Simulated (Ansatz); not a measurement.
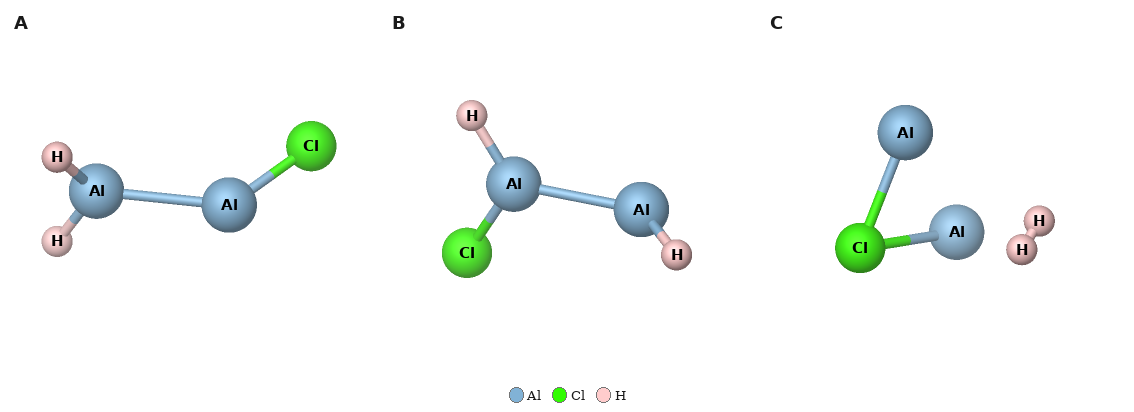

3 stationary structures of one formula. The species is neutral and a spin doublet. Geometries: PBE0-D4/def2-TZVP. Electronic energies: PBE-D4/def2-TZVPP (Ansatz 0.2.0), without zero-point energy. No frequency run is at hand to confirm each as a minimum.

Rank them by energy, lowest first.

Answer. A is lowest (Cs); B lies 9.0 kJ/mol above it (C1), C lies 51.9 kJ/mol above it (Cs).
